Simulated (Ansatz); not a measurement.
AlBH$_{4}$N$_{2}$

Input file:

```
basis:
  gaussian: {orbitals: def2-TZVPD}
crystal:
  periodic: [false, false, false]
  atoms:
    - {symbol: Al, position_ang: [-0.562687, 1.622537, 1.434764]}
    - {symbol: B, position_ang: [-2.085969, -0.532051, -0.081052]}
    - {symbol: "N", position_ang: [-1.475347, 0.353558, 0.568560]}
    - {symbol: N, position_ang: [-1.036223, 2.048088, 3.094269]}
    - {symbol: H, position_ang: [-2.657579, -1.358702, -0.685101]}
    - {symbol: H, position_ang: [0.655131, 2.376638, 0.769442]}
    - {symbol: H, position_ang: [-1.798137, 1.627712, 3.611686]}
    - {symbol: H, position_ang: [-0.572342, 2.753655, 3.653095]}
hamiltonian: {xc: {name: PBE0}}
output: {forces: true, orbitals: {seedname: orbitals}}
```

Run with:

```sh
ansatz run input.yaml --threads 1 --pin off --max-ram 2610MiB --events-out events.jsonl --progress --plain --runs-dir runs
```

Geometry: B3LYP/6-31G*.

Level of theory: Ansatz, isolated molecule in a Gaussian basis; Kohn-Sham density functional theory, functional PBE0.

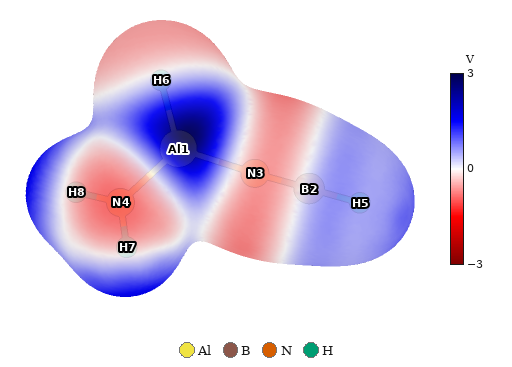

Figure 1. The molecular electrostatic potential painted on the density surface at 0.002 e/bohr³, seen across its widest extent; red is negative and blue positive.

### Describe the electrostatic potential map.

The most negative region (about −0.9 V) lies over N4, the most positive (about +2.7 V) over Al1.

### What dipole moment does the calculation give?

Its dipole moment is 1.02 D.

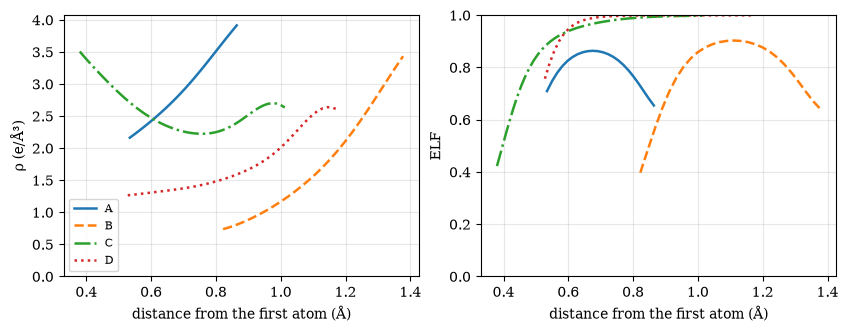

Figure 2. Total electron density and electron localisation function along straight lines between neighbouring atoms. The curves leave out the atomic cores.

### Which curve belongs to which contact (Al–N, B–H, B–N and N–H)? The first atom named is at distance zero.

Curve A: B–N (1.26 Å): the density is about 2.5 e/Å³ at the midpoint; the ELF peaks at about 0.85 between the atoms; a short, strongly polar bond. Curve B: Al–N (1.78 Å): the density is about 0.86 e/Å³ at the midpoint; the ELF peaks at about 0.90 in the valence shell of N, 0.7 Å from its nucleus, and is about 0.65 at the midpoint. Curve C: N–H (1.01 Å): ρ at the midpoint is about 2.8 e/Å³; the ELF climbs to about 1 towards the hydrogen, as it does in any bond to H (a covalent bond by its length). Curve D: B–H (1.17 Å): the density is about 1.3 e/Å³ at the midpoint; the ELF climbs to about 1 towards the hydrogen: a covalent bond by its length.

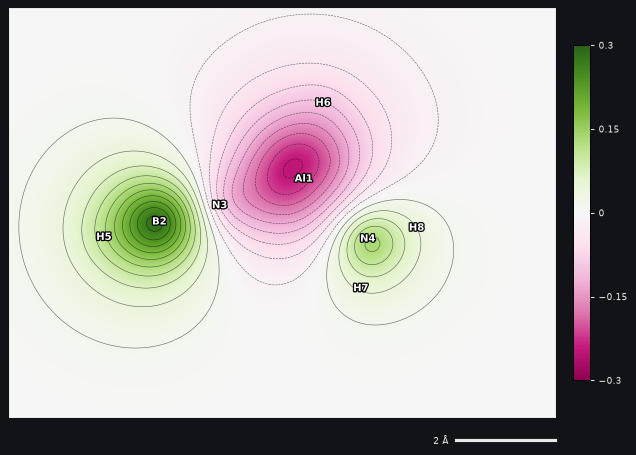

Figure 3. The LUMO on a plane 0.8 Å above the molecular plane (values in Å⁻³ᐟ²; the overall sign is arbitrary).

### Where does this orbital lie, and at what energy?

By Hirshfeld shares it lies mainly on Al1 (about 50 %), B2 (about 25 %) and N3 (about 10 %); it changes sign across the molecular plane (π type); π-antibonding (a node) across B2–N3. Its energy is −0.48 eV.
